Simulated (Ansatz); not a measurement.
The reference is BeSe in the zinc blende structure (space group F-43m, No. 216; a = 5.129 Å).

It is then changed as follows: an isotropic linear strain of +2.50 %; the atoms relax in the strained cell.

Level of theory: Kohn–Sham DFT with the PBEsol functional, run in Ansatz (a first-principles code) with PAW and 420 eV plane waves, spin-orbit coupling left out.

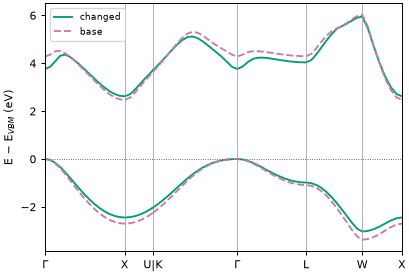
Figure. Highest valence and lowest conduction band along the path, each from its own valence-band maximum

From the figure, how large is the changed gap, and is it direct?

About 2.6 eV, indirect, Γ → X.

Stability against distortions was not tested.
